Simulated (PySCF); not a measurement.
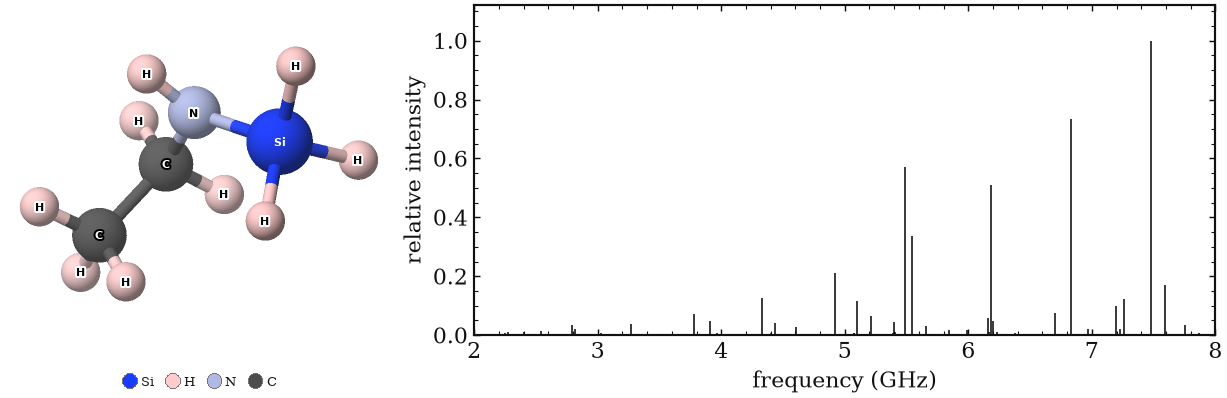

C₂H₉NSi. Simulated rotational absorption lines between 2 and 8 GHz at 10 K: rigid rotor with the equilibrium constants and dipole of one optimised conformer (PBE0-D3(BJ)/def2-SVP, PySCF 2.14.0), commonest isotopes; no centrifugal distortion, hyperfine structure, internal rotation or nuclear-spin weights; lines within 1 MHz of each other are summed.

**What are the rotational constants, and what kind of rotor is it?**

Rotational constants A, B, C = 13.82, 2.838, 2.652 GHz; Ray's κ = −0.97, a near-prolate asymmetric top.

**Which dipole components drive the lines?**

|μa|, |μb|, |μc| = 1.09, 0.26, 0.57 D; c-type lines carry 79 % of the intensity in this range.

Known limits of this run: coarse grid, loose stop and no frequency check, small forces are noise and the end may be a saddle.
